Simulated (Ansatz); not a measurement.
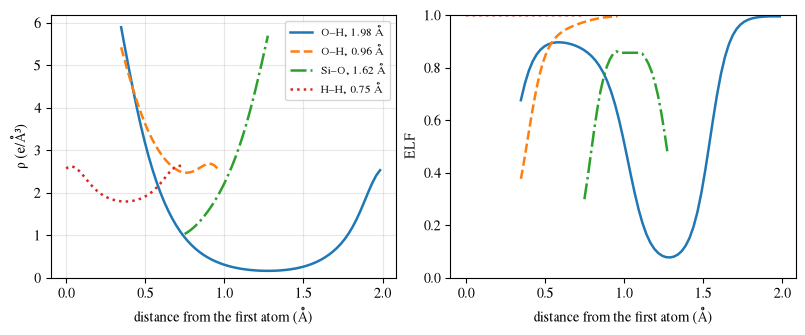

Figure. H6O2Si2···H2···H2O. Electron density and electron localisation function along straight lines between neighbouring atoms. The curves leave out the atomic cores.

The product side of a reaction path; geometry: PBE0-D4/def2-TZVP.

Computed with RKS PBE0-D4/def2-TZVPP in Ansatz 0.2.0.

```xyz
15

Si    1.2384    1.0150   -0.6727
H    -0.2510   -0.3562    3.5483
O     0.8838   -0.4884   -1.1588
Si    0.0358   -1.8585   -0.8224
H     2.4377    1.4451   -1.4301
H     1.4424    1.0693    0.7906
H    -1.4417    1.1737    0.0359
O     0.0091    2.0842   -0.9663
H    -0.2015   -0.5906    2.8405
O    -1.7174    0.3744    0.5043
H    -0.0282   -2.0992    0.6397
H    -1.3188   -1.7942   -1.4152
H     0.7867   -2.9750   -1.4544
H    -0.1106    2.3807   -1.8701
H    -1.7649    0.6199    1.4306
```

Question: Compare the contacts.

Answer: O8···H7 (1.98 Å): the density falls to about 0.16 e/Å³ on the way; the ELF dips to about 0.10 between them: a closed-shell contact with the geometry of a hydrogen bond.
O–H (0.96 Å): ρ at the midpoint is about 3.8 e/Å³; the ELF climbs to about 1 towards the hydrogen, as it does in any bond to H (a covalent bond by its length).
Si–O (1.62 Å): the density is about 1.2 e/Å³ at the midpoint; the ELF peaks at about 0.85 between the atoms: a short, strongly polar bond.
H–H (0.75 Å): ρ at the midpoint is about 1.8 e/Å³; the ELF is about 1 at the midpoint.
